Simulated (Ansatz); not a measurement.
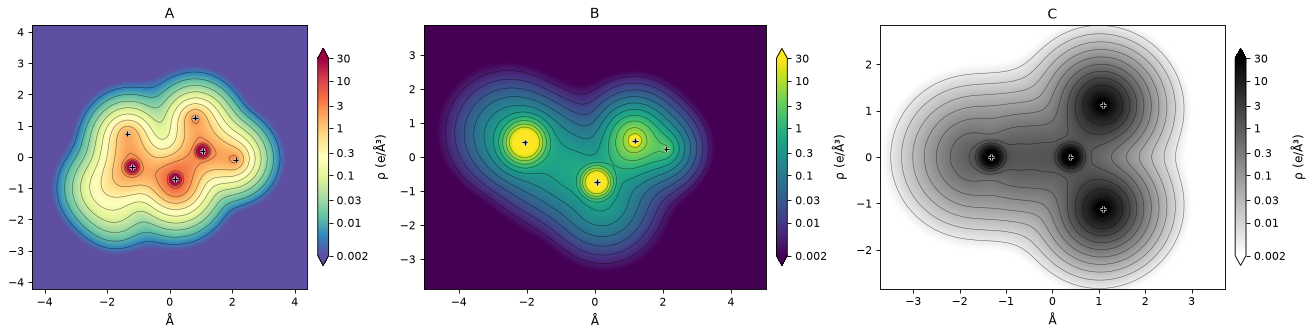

The electron density of 3 systems, each on a plane through atoms (crosses mark nuclei in the plane).

Method: RKS PBE0-D4/def2-TZVPP in Ansatz.

System 1: B₂F₃H (SMILES FBB(F)F), the plane of atoms B2, B3 and F4. Geometry: PBE0-D4/def2-TZVP.

```yaml
atoms:
  - { symbol: F, position_ang: [0.0188, 0.8173, 1.7013] }
  - { symbol: B, position_ang: [-0.3310, -0.0766, 0.7923] }
  - { symbol: B, position_ang: [0.3172, 0.0238, -0.7965] }
  - { symbol: F, position_ang: [1.4278, -0.6053, -1.1369] }
  - { symbol: F, position_ang: [-0.2880, 0.7029, -1.7544] }
  - { symbol: H, position_ang: [-1.1028, -0.9263, 1.1480] }
```

System 2: C₂H₅NO (SMILES C=NCO), the plane of atoms N2, C1 and H5. Geometry: PBE0-D4/def2-TZVP.

```
atom    x (Å)    y (Å)    z (Å)
   C  -1.5085  -0.1329   0.0960
   N  -0.3799  -0.6017  -0.1988
   C   0.7528   0.2898  -0.1847
   O   1.8108  -0.2752   0.5310
   H  -2.3810  -0.7852   0.0773
   H  -1.6705   0.9167   0.3765
   H   0.5326   1.2541   0.2926
   H   1.0282   0.4720  -1.2341
   H   1.9040  -1.1840   0.2273
```

System 3: GaH₅OSi, the plane of atoms Si2, O1 and H4. Geometry: PBE0-D4/def2-TZVP.

```xyz
8

O    -1.4280    0.0124   -1.0417
Si   -0.2359    0.7463   -0.1461
Ga    1.0482   -1.1155    0.7255
H    -2.0618    0.5798   -1.4833
H     0.5698    1.6721   -0.9998
H    -0.8329    1.6046    0.9225
H     2.2647   -1.7112   -0.0757
H     0.6760   -1.7885    2.0986
```

**Which map belongs to which system?**

Panel A is system 2, C₂H₅NO: the plane holds C, N and H. C–N (1.26 Å): ρ is about 3 e/Å³ halfway. Panel B is system 3, GaH₅OSi: the plane holds O, Si, Ga and H. Si–O (1.66 Å): the density is about 1.1 e/Å³ at the midpoint. Panel C is system 1, B₂F₃H: the plane holds B and F. B–F (1.32 Å): ρ at the midpoint is about 2.2 e/Å³.
